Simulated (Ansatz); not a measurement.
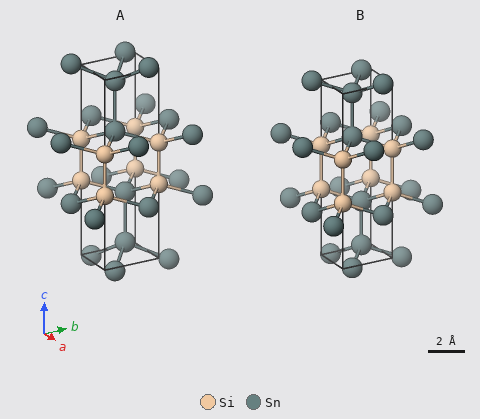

Two geometries of crystalline SiSn2 (a generated structure, set up in P-3m1) (coarse preliminary run), drawn at one scale. One is the start of a relaxation, the other its converged end. Style: ball-and-stick. Shown: the cell of the calculation, slightly off an axis.

These are results of DFT PBE, scalar-relativistic, plane waves, PAW (Ansatz 0.2.0), not measurements. (plane-wave cutoff 420 eV; k-point mesh 6 × 6 × 2; occupations gaussian; smearing width 0.1 eV; no spin polarisation; cell and atoms relaxed; force threshold 0.04 eV/Å; at most 70 steps)

Which one is relaxed?

Structure A is the relaxed one. The energy falls by 543 meV per atom in 3 accepted moves (5 points after the start). The largest force component goes from 2.7 to 0.03 eV/Å. The pressure goes from 24.32 to 0.10 GPa. The line search rejected the trial step at point 3 of the run. The SCF was repeated once at an unchanged geometry on a basis and grid sized afresh for the cell, which shifted the energy by 2.3 meV per atom at most. The largest moves relative to the cell, 0.27 Å, are those of Sn atoms. Largest moves by element: Sn 0.27 Å, Si 0.17 Å. The drawn cell changes as follows: a = b 4.067 → 4.434 Å (+9.0 %), c 9.962 → 10.820 Å (+8.6 %); the volume changes by +29.1 %. Some distances before and after: Sn–Sn 2.490 → 2.865 Å, Sn–Sn 2.490 → 2.795 Å, Si–Sn 2.490 → 2.682 Å, Si–Si 2.490 → 2.368 Å. Among the angles between lasting bonds that change: Sn–Sn–Sn 109.5° → 105.0°, Sn–Sn–Sn 109.5° → 113.6°, Si–Si–Sn 109.5° → 107.4°. The space group stays P-3m1 (No. 164).
